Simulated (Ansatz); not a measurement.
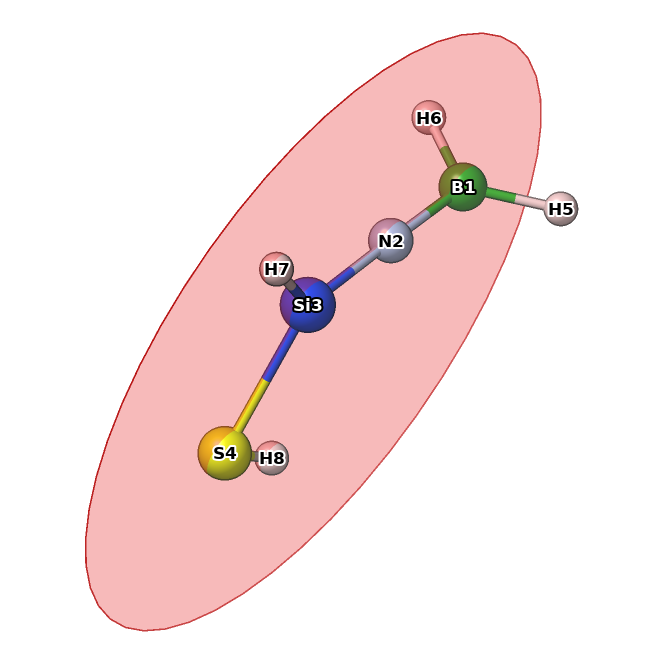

A disc through the centre of mass is drawn in. Distant atoms are faded towards the background colour. The geometry was computed by an optimisation with PBE0-D4/def2-TZVP. No frequency run is at hand to confirm it as a minimum.

Is the plane of the disc a mirror plane of the structure?

Answer. Yes. The reflection leaves B1, N2, Si3, S4, H7, H8 in place and moves H5 ↔ H6. The point group is Cs.
